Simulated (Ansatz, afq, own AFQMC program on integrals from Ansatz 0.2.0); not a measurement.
# TiF₄ (singlet): AFQMC on the coupled-cluster ladder at distance Ti1–F2 = 1.740 Å, def2-SVP

Aim: compute TiF₄ (singlet) with auxiliary-field quantum Monte Carlo on the same integrals as coupled cluster, and set the energies side by side.

Program: Ansatz 0.2.0, Gaussian basis, and an in-house AFQMC program (afq) on its integrals; all values are calculated. Level of theory: def2-SVP, frozen cores. These are calculated values, not measurements.

The runs, in order: PBE (unrestricted); CCSD(T) on RHF; r2SCAN (unrestricted); PBE0 (unrestricted); B3LYP (unrestricted); wB97M-V (unrestricted); B2PLYP (unrestricted); Phaseless AFQMC, CISD trial on RHF; Phaseless AFQMC, single-determinant trial on RHF; UHF.

1 further run of the same task is left out (it didn't finish).

## Step 1: The system

The geometry derives from a PBE0/def2-TZVP stationary point (not a proven minimum). One bond is set to the value named and the two fragments are kept rigid.

5 atoms, charge 0, spin multiplicity 1.

Atoms are counted from 1 here; the program's logs count them from 0.

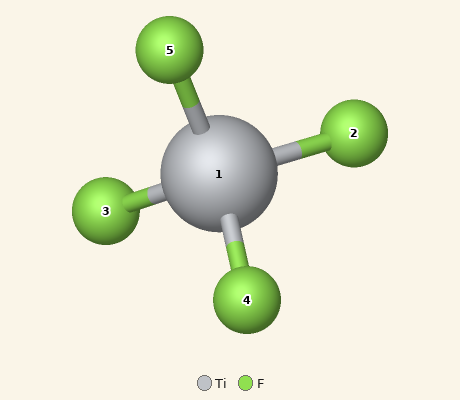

The geometry (titanium light grey, fluorine green); atoms are numbered from 1 in the order of the file.

## Step 2: PBE (unrestricted)

in.yaml

```yaml
crystal:
  periodic: [false, false, false]
  atoms:
    - {symbol: Ti, position_ang: [0.000000, 0.000000, 0.000000]}
    - {symbol: F, position_ang: [1.003202, 1.005717, 1.004361]}
    - {symbol: F, position_ang: [-1.006582, -1.002207, 1.004487]}
    - {symbol: F, position_ang: [-1.002269, 1.003134, -1.007869]}
    - {symbol: F, position_ang: [1.005649, -1.006644, -1.000979]}
basis:
  gaussian: {orbitals: def2-SVP}
magnetization: {spin_polarized: true, initial_magnetization: 0}
hamiltonian: {xc: {name: PBE}}
output: {orbitals: {seedname: orbitals}}
```

Command:

```sh
ansatz run in.yaml --threads 1 --pin off --events-out ev --progress --plain --max-ram 5120MiB --backend cpu
```

Output:

```text
Functional definition: PBE
  name "PBE"
  cite "Perdew, Burke & Ernzerhof, Phys. Rev. Lett. 77, 3865 (1996) doi:10.1103/PhysRevLett.77.3865"
  parent pbe
  parameter kappa = 0.804
  parameter beta = 0.06672455060314922
  exchange = pbe_x(kappa = kappa, mu = beta*pi^2/3)
  correlation = pbe_c(beta = beta)
972 factors; their error is unknown
mean field evaluation 1: about -33956.2458 eV, gradient 4.9e1 eV
mean field evaluation 2: about -33690.2566 eV, gradient 3.0e2 eV
mean field evaluation 4: about -33963.0356 eV, gradient 1.2e1 eV
mean field evaluation 8: about -33963.6204 eV, gradient 1.5e-1 eV
mean field evaluation 16: about -33963.5772 eV, gradient 8.3e-6 eV
mean field -33963.57722105 eV, -1248.1384415342 hartree, gradient 8.3e-6 eV, S^2 0.000000; 0 other end points of the search recorded, 0 dependent functions left out
reference -33963.57731867 eV, -1248.1384451216 hartree; 29, 29 occupied and 58, 58 virtual orbitals, 972 factors
Total energy: -33963.57731867 eV, -1248.1384451216 hartree
```

Wall time 2.9 s (1 thread of AMD EPYC 7R13 (Zen 3), shared host); peak memory 1.7 GiB.

From the report: ⟨S²⟩ of the determinant 0.000 (pure singlet: 0.00).

## Step 3: CCSD(T) on RHF

Edit in.yaml of step 2 so:

```diff
@@ -10,4 +10,3 @@
   gaussian: {orbitals: def2-SVP}
-magnetization: {spin_polarized: true, initial_magnetization: 0}
-hamiltonian: {xc: {name: PBE}}
-output: {orbitals: {seedname: orbitals}}
+magnetization: {spin_polarized: false}
+correlation: {method: ccsd_t, electrons: outside_noble_gas, hamiltonian_folder: ham}
```

Command:

```sh
ansatz run in.yaml --threads 1 --pin off --events-out ev --progress --plain --max-ram 15360MiB --backend cuda --devices 0, --max-vram 18GiB
```

Output, cut to the lines that bear on the results:

```text
Functional definition: HF
  name "HF"
  cite "Fock, Z. Phys. 61, 126 (1930) doi:10.1007/BF01340294"
  parent pbe
[...]
854 factors; integrals over basis functions are off by at most 8.9e-4 eV
[...]
mean field -33904.83935403 eV, -1245.9798647350 hartree, gradient 1.8e-6 eV, S^2 0.000000; 0 other end points of the search recorded, 0 dependent functions left out
13 core orbitals not correlated: weight in the atoms' cores, before any rotation towards them, 0.978 or more for the frozen orbitals, at most 0.019 for the correlated occupied ones
reference -33904.83935403 eV, -1245.9798647350 hartree; 16, 16 occupied and 58, 58 virtual orbitals, 854 factors
second order -24.57391180 eV of doubles, -0.00000000 eV of singles
cycle   1  -22.84124939 eV  change     1.7e0 eV  update   2.5e-1
[...]
cycle  11  -24.06285281 eV  change    1.2e-5 eV  update   5.4e-6
perturbative correction -0.82452472 eV, -0.0303007245 hartree
Total energy: -33929.72673155 eV, -1246.8944589897 hartree
```

Wall time 4.8 s (1 × NVIDIA H100 80GB HBM3 with 1 thread of AMD EPYC 7R13 (Zen 3), shared host); peak host memory 1.7 GiB.

From the report: correlation -24.8874 eV; T1 0.025; largest double amplitude 0.03.

This run also writes the integrals to the folder ham.

## Step 4: r2SCAN (unrestricted)

Edit in.yaml of step 3 so:

```diff
@@ -10,3 +10,3 @@
   gaussian: {orbitals: def2-SVP}
-magnetization: {spin_polarized: false}
-correlation: {method: ccsd_t, electrons: outside_noble_gas, hamiltonian_folder: ham}
+magnetization: {spin_polarized: true, initial_magnetization: 0}
+hamiltonian: {xc: {name: r2SCAN}}
```

Command:

```sh
ansatz run in.yaml --threads 1 --pin off --events-out ev --progress --plain --max-ram 5120MiB --backend cpu
```

Output:

```text
Functional definition: r2SCAN
  name "r2SCAN"
  cite "Furness, Kaplan, Ning, Perdew & Sun, J. Phys. Chem. Lett. 11, 8208 (2020) doi:10.1021/acs.jpclett.0c02405"
  cite "Furness, Kaplan, Ning, Perdew & Sun, J. Phys. Chem. Lett. 11, 9248 (2020) doi:10.1021/acs.jpclett.0c03077"
  parent r2scan
  parameter k0 = 0.174
  parameter k1 = 0.065
  parameter a1 = 4.9479
  exchange = r2scan_x(k0 = k0, k1 = k1, a1 = a1)
  correlation = r2scan_c
972 factors; their error is unknown
mean field evaluation 1: about -33966.3373 eV, gradient 5.0e1 eV
mean field evaluation 2: about -33691.3845 eV, gradient 3.0e2 eV
mean field evaluation 4: about -33974.0056 eV, gradient 1.1e1 eV
mean field evaluation 8: about -33974.4684 eV, gradient 2.1e-1 eV
mean field evaluation 16: about -33974.4252 eV, gradient 4.1e-5 eV
mean field -33974.42523134 eV, -1248.5370985591 hartree, gradient 3.2e-5 eV, S^2 0.000000; 0 other end points of the search recorded, 0 dependent functions left out
reference -33974.42533121 eV, -1248.5371022294 hartree; 29, 29 occupied and 58, 58 virtual orbitals, 972 factors
Total energy: -33974.42533121 eV, -1248.5371022294 hartree
```

It took 7 s on 1 thread of AMD EPYC 7R13 (Zen 3), shared host; peak memory 1.7 GiB.

From the report: ⟨S²⟩ of the determinant 0.000 (pure singlet: 0.00).

## Step 5: PBE0 (unrestricted)

Edit in.yaml of step 4 so:

```diff
@@ -11,2 +11,3 @@
 magnetization: {spin_polarized: true, initial_magnetization: 0}
-hamiltonian: {xc: {name: r2SCAN}}
+hamiltonian: {xc: {name: PBE0}}
+output: {orbitals: {seedname: orbitals}}
```

The command is unchanged.

Output:

```text
Functional definition: PBE0
  name "PBE0"
  cite "Adamo & Barone, J. Chem. Phys. 110, 6158 (1999) doi:10.1063/1.478522"
  cite "Perdew, Burke & Ernzerhof, Phys. Rev. Lett. 77, 3865 (1996) doi:10.1103/PhysRevLett.77.3865"
  parent pbe
  parameter a = 0.25
  parameter kappa = 0.804
  parameter beta = 0.06672455060314922
  exchange = (1 - a)*pbe_x(kappa = kappa, mu = beta*pi^2/3) + a*exact_x
  correlation = pbe_c(beta = beta)
854 factors; integrals over basis functions are off by at most 8.9e-4 eV
mean field evaluation 1: about -33953.9004 eV, gradient 5.1e1 eV
mean field evaluation 2: about -33759.7235 eV, gradient 2.7e2 eV
mean field evaluation 4: about -33962.8287 eV, gradient 7.9e0 eV
mean field evaluation 8: about -33963.1558 eV, gradient 2.1e-1 eV
mean field evaluation 16: about -33963.1559 eV, gradient 3.8e-5 eV
mean field -33963.15594803 eV, -1248.1229600361 hartree, gradient 3.6e-5 eV, S^2 0.000000; 0 other end points of the search recorded, 0 dependent functions left out
reference -33963.15602730 eV, -1248.1229629493 hartree; 29, 29 occupied and 58, 58 virtual orbitals, 854 factors
Total energy: -33963.15602730 eV, -1248.1229629493 hartree
```

Run time: 3.8 s. Hardware: 1 thread of AMD EPYC 7R13 (Zen 3), shared host; peak memory 1.9 GiB.

From the report: ⟨S²⟩ of the determinant 0.000 (pure singlet: 0.00).

## Step 6: B3LYP (unrestricted)

Edit in.yaml of step 5 so:

```diff
@@ -11,3 +11,2 @@
 magnetization: {spin_polarized: true, initial_magnetization: 0}
-hamiltonian: {xc: {name: PBE0}}
-output: {orbitals: {seedname: orbitals}}
+hamiltonian: {xc: {name: B3LYP}}
```

The command is unchanged.

Output, cut to the lines that bear on the results:

```text
Functional definition: B3LYP
  name "B3LYP"
  cite "Stephens, Devlin, Chabalowski & Frisch, J. Phys. Chem. 98, 11623 (1994) doi:10.1021/j100096a001"
  cite "Becke, Phys. Rev. A 38, 3098 (1988) doi:10.1103/PhysRevA.38.3098"
  cite "Lee, Yang & Parr, Phys. Rev. B 37, 785 (1988) doi:10.1103/PhysRevB.37.785"
  cite "Vosko, Wilk & Nusair, Can. J. Phys. 58, 1200 (1980) doi:10.1139/p80-159"
[...]
854 factors; integrals over basis functions are off by at most 8.9e-4 eV
[...]
mean field -33979.44757850 eV, -1248.7216664131 hartree, gradient 3.4e-6 eV, S^2 0.000000; 0 other end points of the search recorded, 0 dependent functions left out
reference -33979.44790862 eV, -1248.7216785447 hartree; 29, 29 occupied and 58, 58 virtual orbitals, 854 factors
Total energy: -33979.44790862 eV, -1248.7216785447 hartree
```

Wall time 3.7 s (1 thread of AMD EPYC 7R13 (Zen 3), shared host); peak memory 1.9 GiB.

From the report: ⟨S²⟩ of the determinant 0.000 (pure singlet: 0.00).

## Step 7: wB97M-V (unrestricted)

Edit in.yaml of step 6 so:

```diff
@@ -11,2 +11,3 @@
 magnetization: {spin_polarized: true, initial_magnetization: 0}
-hamiltonian: {xc: {name: B3LYP}}
+hamiltonian: {xc: {name: wB97M-V}}
+output: {orbitals: {seedname: orbitals}}
```

Same command.

Output, cut to the lines that bear on the results:

```text
Functional definition: wB97M-V
  name "wB97M-V"
  cite "Mardirossian & Head-Gordon, J. Chem. Phys. 144, 214110 (2016) doi:10.1063/1.4952647"
  cite "Becke, J. Chem. Phys. 107, 8554 (1997) doi:10.1063/1.475007"
  cite "Vydrov & Van Voorhis, J. Chem. Phys. 133, 244103 (2010) doi:10.1063/1.3521275"
  # Of w^i u^j: cxij and so on, Table III.
[...]
  gx(w, u) = 1 - cx + cx01*u + cx10*w
  gss(w, u) = css00 + css04*u^4 + css10*w + css20*w^2 + css43*w^4*u^3
  gos(w, u) = cos00 + cos10*w + (cos20 + cos21*u)*w^2 + (cos60 + cos61*u)*w^6
[...]
      + integral(e_c_pw_mod_opposite_spin*gos(b97_w_opposite, b97_u_opposite)) + vv10(b, c)
854 factors; integrals over basis functions are off by at most 8.9e-4 eV
154 factors; integrals over basis functions are off by at most 2.3e-4 eV
[...]
mean field -33974.53655973 eV, -1248.5411898019 hartree, gradient 7.8e-6 eV, S^2 0.000000; 0 other end points of the search recorded, 0 dependent functions left out
reference -33974.53666496 eV, -1248.5411936693 hartree; 29, 29 occupied and 58, 58 virtual orbitals, 854 factors
Total energy: -33974.53666496 eV, -1248.5411936693 hartree
```

Run time: 15 s. Hardware: 1 thread of AMD EPYC 7R13 (Zen 3), shared host; peak memory 1.9 GiB.

From the report: ⟨S²⟩ of the determinant 0.000 (pure singlet: 0.00).

## Step 8: B2PLYP (unrestricted)

Edit in.yaml of step 7 so:

```diff
@@ -11,3 +11,3 @@
 magnetization: {spin_polarized: true, initial_magnetization: 0}
-hamiltonian: {xc: {name: wB97M-V}}
-output: {orbitals: {seedname: orbitals}}
+hamiltonian: {xc: {name: B2PLYP}}
+correlation: {electrons: outside_noble_gas}
```

Launched as before.

Output, cut to the lines that bear on the results:

```text
Functional definition: B2PLYP
  name "B2PLYP"
  cite "Grimme, J. Chem. Phys. 124, 034108 (2006) doi:10.1063/1.2148954"
  cite "Becke, Phys. Rev. A 38, 3098 (1988) doi:10.1103/PhysRevA.38.3098"
  cite "Lee, Yang & Parr, Phys. Rev. B 37, 785 (1988) doi:10.1103/PhysRevB.37.785"
[...]
854 factors; integrals over basis functions are off by at most 8.9e-4 eV
[...]
mean field -33955.87108493 eV, -1247.8552462552 hartree, gradient 7.1e-6 eV, S^2 0.000000; 0 other end points of the search recorded, 0 dependent functions left out
13 core orbitals not correlated: weight in the atoms' cores, before any rotation towards them, 0.980 or more for the frozen orbitals, at most 0.017 for the correlated occupied ones
reference -33955.87129372 eV, -1247.8552539279 hartree; 16, 16 occupied and 58, 58 virtual orbitals, 854 factors
second order -31.32484120 eV of doubles, -0.00000000 eV of singles
Total energy: -33964.32900084 eV, -1248.1660689319 hartree
```

It took 4.7 s on 1 thread of AMD EPYC 7R13 (Zen 3), shared host; peak memory 1.9 GiB.

From the report: ⟨S²⟩ of the determinant 0.000 (pure singlet: 0.00).

## Step 9: Phaseless AFQMC, CISD trial on RHF

It reads the integrals that the CCSD(T) run on this determinant wrote.

Command:

```sh
afq ham --method phaseless --trial cisd --walkers 4000 --populations 20 --least-time 60 --time-step 0.005 --steps-per-block 50 --equilibration-blocks 40 --max-blocks 4000 --target-error 0.00034 --factor-cut 1e-05 --seed 7055 --release-times 0.24,0.48,0.8,1.2 --release-step 0.04 --release-every 5 --taylor-order 6
```

Output:

```text
orbitals 74  electrons 16 16  factors 617 of 854
reference energy -1245.97986474 Eh
CCSD correlation -0.88429359 Eh in 12 cycles, weight of the determinant in the CISD state 0.7981
energy of the start -1246.864169 Eh
 block  time / (1/Eh)  mean weight  energy / Eh
     1     0.250  0.9993  -1246.842437
     2     0.500  0.9997  -1246.864937
     3     0.750  1.0009  -1246.877767
     4     1.000  1.0004  -1246.883669
     5     1.250  1.0002  -1246.886976
     6     1.500  1.0002  -1246.887579
     7     1.750  0.9995  -1246.888176
     8     2.000  0.9992  -1246.894565
     9     2.250  1.0004  -1246.895529
    10     2.500  0.9999  -1246.899119
    13     3.250  0.9989  -1246.900517
    17     4.250  0.9994  -1246.896202
    21     5.250  0.9997  -1246.902670
    25     6.250  1.0009  -1246.901905
    29     7.250  0.9998  -1246.901149
    33     8.250  1.0000  -1246.897948
    37     9.250  1.0002  -1246.898174
    41    10.250  0.9996  -1246.901476
    45    11.250  1.0006  -1246.897817
    49    12.250  0.9999  -1246.900395
    53    13.250  0.9995  -1246.900857
    57    14.250  0.9992  -1246.899865
    61    15.250  1.0000  -1246.897522
    65    16.250  1.0002  -1246.899881
    69    17.250  0.9998  -1246.898832
    73    18.250  1.0000  -1246.894177
    77    19.250  1.0001  -1246.897544
    81    20.250  1.0003  -1246.896840
    85    21.250  1.0006  -1246.897109
    89    22.250  1.0001  -1246.898026
    93    23.250  0.9995  -1246.901930
    97    24.250  0.9997  -1246.903388
   101    25.250  0.9995  -1246.893207
   105    26.250  0.9997  -1246.898397
   109    27.250  0.9994  -1246.896657
   113    28.250  0.9997  -1246.900714
   117    29.250  1.0002  -1246.897686
   121    30.250  1.0009  -1246.899818
   125    31.250  1.0005  -1246.903184
   129    32.250  1.0001  -1246.898675
   133    33.250  1.0006  -1246.900288
   137    34.250  1.0001  -1246.895718
   141    35.250  0.9998  -1246.899801
   145    36.250  1.0004  -1246.903873
   149    37.250  1.0001  -1246.905349
   153    38.250  1.0001  -1246.897378
   157    39.250  1.0001  -1246.900144
   161    40.250  0.9999  -1246.899336
   165    41.250  0.9996  -1246.902798
   169    42.250  0.9996  -1246.899866
   173    43.250  0.9995  -1246.902764
   177    44.250  1.0006  -1246.896597
error from the spread of 20 populations
released: time / (1/Eh)  energy / Eh  error  mean overlap
  0.24  -1246.897928  0.001319  0.9959
  0.48  -1246.898150  0.001326  0.9928
  0.80  -1246.899383  0.001793  0.9896
  1.20  -1246.898959  0.001794  0.9783
energy -1246.899090 +/- 0.000547 Eh
```

Wall time 6 min (1 × NVIDIA H100 80GB HBM3 with 2 threads of AMD EPYC 7R13 (Zen 3), shared host); peak host memory 1.9 GiB.

Energy -33929.8527 ± 0.0149 eV. Caveats: constraint bias not in the error; error above the target.

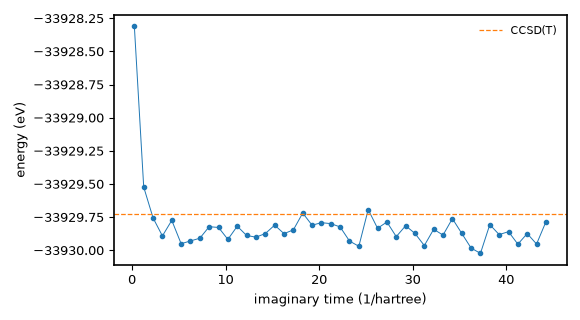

Block energies along the walk.

## Step 10: Phaseless AFQMC, single-determinant trial on RHF

It reads the integrals that the CCSD(T) run on this determinant wrote.

Command:

```sh
afq ham --method phaseless --trial hf --walkers 4000 --populations 20 --least-time 40 --time-step 0.005 --steps-per-block 20 --equilibration-blocks 160 --max-blocks 4000 --target-error 0.0017000000000000001 --factor-cut 1e-05 --seed 7752 --taylor-order 6
```

Output:

```text
orbitals 74  electrons 16 16  factors 617 of 854
reference energy -1245.97986474 Eh
CCSD correlation -0.88429359 Eh in 12 cycles, weight of the determinant in the CISD state 0.7981
energy of the start -1245.979864 Eh
 block  time / (1/Eh)  mean weight  energy / Eh
     1     0.100  1.0067  -1246.322569
     2     0.200  1.0086  -1246.517941
     3     0.300  1.0093  -1246.647509
     4     0.400  1.0063  -1246.712444
     5     0.500  1.0057  -1246.767103
     6     0.600  1.0042  -1246.786782
     7     0.700  1.0035  -1246.807586
     8     0.800  1.0029  -1246.820455
     9     0.900  1.0022  -1246.839544
    10     1.000  1.0011  -1246.860114
    17     1.700  1.0011  -1246.902703
    25     2.500  1.0006  -1246.891722
    33     3.300  1.0010  -1246.915473
    41     4.100  1.0007  -1246.897530
    49     4.900  1.0008  -1246.933452
    57     5.700  0.9989  -1246.916063
    65     6.500  1.0002  -1246.937475
    73     7.300  0.9998  -1246.941431
    81     8.100  0.9993  -1246.909454
    89     8.900  1.0009  -1246.936867
    97     9.700  1.0000  -1246.923521
   105    10.500  0.9999  -1246.935709
   113    11.300  0.9996  -1246.923239
   121    12.100  1.0003  -1246.938415
   129    12.900  0.9999  -1246.929331
   137    13.700  1.0002  -1246.957704
   145    14.500  1.0000  -1246.932869
   153    15.300  0.9998  -1246.917081
   161    16.100  1.0006  -1246.938895
   169    16.900  0.9993  -1246.915675
   177    17.700  0.9999  -1246.923862
   185    18.500  0.9999  -1246.919048
   193    19.300  0.9995  -1246.946878
   201    20.100  0.9993  -1246.930758
   209    20.900  0.9998  -1246.937281
   217    21.700  0.9998  -1246.964580
   225    22.500  1.0002  -1246.924003
   233    23.300  0.9997  -1246.946624
   241    24.100  0.9998  -1246.924393
   249    24.900  0.9997  -1246.915840
   257    25.700  0.9987  -1246.905422
   265    26.500  1.0006  -1246.927454
   273    27.300  0.9994  -1246.918496
   281    28.100  1.0001  -1246.920268
   289    28.900  0.9993  -1246.928019
   297    29.700  0.9998  -1246.924789
   305    30.500  1.0007  -1246.935558
   313    31.300  1.0002  -1246.923314
error from the spread of 20 populations
energy -1246.929737 +/- 0.001608 Eh
```

It took 90 s on 1 × NVIDIA H100 80GB HBM3 with 2 threads of AMD EPYC 7R13 (Zen 3), shared host; peak host memory 1.9 GiB.

Energy -33930.6867 ± 0.0438 eV. Caveats: constraint bias not in the error.

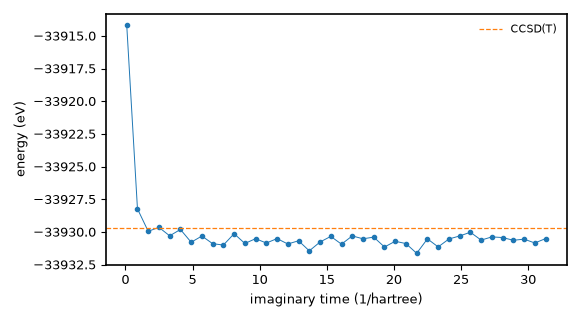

Block energies along the walk.

## Step 11: UHF

Edit in.yaml of step 8 so:

```diff
@@ -11,3 +11,3 @@
 magnetization: {spin_polarized: true, initial_magnetization: 0}
-hamiltonian: {xc: {name: B2PLYP}}
-correlation: {electrons: outside_noble_gas}
+hamiltonian: {xc: hf}
+output: {orbitals: {seedname: orbitals}}
```

Command:

```sh
ansatz run in.yaml --threads 1 --pin off --events-out ev --progress --plain --max-ram 15360MiB --backend cuda --devices 0, --max-vram 18GiB
```

Output:

```text
Functional definition: HF
  name "HF"
  cite "Fock, Z. Phys. 61, 126 (1930) doi:10.1007/BF01340294"
  parent pbe
  exchange = exact_x
  correlation = 0
854 factors; integrals over basis functions are off by at most 8.9e-4 eV
mean field evaluation 1: about -33896.1426 eV, gradient 4.7e1 eV
mean field evaluation 2: about -33896.2236 eV, gradient 4.7e1 eV
mean field evaluation 4: about -33904.7833 eV, gradient 2.1e0 eV
mean field evaluation 8: about -33904.8387 eV, gradient 2.1e-1 eV
mean field -33904.83935403 eV, -1245.9798647350 hartree, gradient 7.6e-5 eV, S^2 0.000000; 0 other end points of the search recorded, 0 dependent functions left out
reference -33904.83935403 eV, -1245.9798647350 hartree; 29, 29 occupied and 58, 58 virtual orbitals, 854 factors
Total energy: -33904.83935403 eV, -1245.9798647350 hartree
```

Wall time 2.1 s (1 × NVIDIA H100 80GB HBM3 with 1 thread of AMD EPYC 7R13 (Zen 3), shared host); peak host memory 1.9 GiB.

From the report: ⟨S²⟩ of the determinant 0.000 (pure singlet: 0.00).

## Step 12: All levels side by side

On the RHF determinant, counted from CCSD(T) (a yardstick, not exact):

```csv
level,energy (eV),from CCSD(T) (kJ/mol),statistical error (kJ/mol),time
HF,-33904.8394,+2401.3,,
MP2,-33929.4133,+30.2,,
CCSD,-33928.9022,+79.6,,
CCSD(T),-33929.7267,0.0,,
"Phaseless AFQMC, CISD trial, step 0.005, 4000 walkers",-33929.8527,-12.2,1.4,6 min
"Phaseless AFQMC, single-determinant trial, step 0.005, 4000 walkers",-33930.6867,-92.6,4.2,90 s
```

The functionals' totals stand on their own zeros and serve differences with other points: PBE -33963.577 eV; r2SCAN -33974.425 eV; PBE0 -33963.156 eV; B3LYP -33979.448 eV; wB97M-V -33974.537 eV; B2PLYP -33964.329 eV.

## Step 13: Outcome

| quantity | value |
| --- | --- |
| Phaseless AFQMC, CISD trial on RHF from CCSD(T) | -12.2 ± 1.4 kJ/mol |
| Phaseless AFQMC, single-determinant trial on RHF from CCSD(T) | -92.6 ± 4.2 kJ/mol |

In words: On RHF the phaseless walk with the CISD trial lies -12.2 kJ/mol from CCSD(T), 8 times its error bar. A single-determinant trial moves the result by -80.5 kJ/mol. Error bars are statistical and leave out the constraint, the time step and what remains of the start.
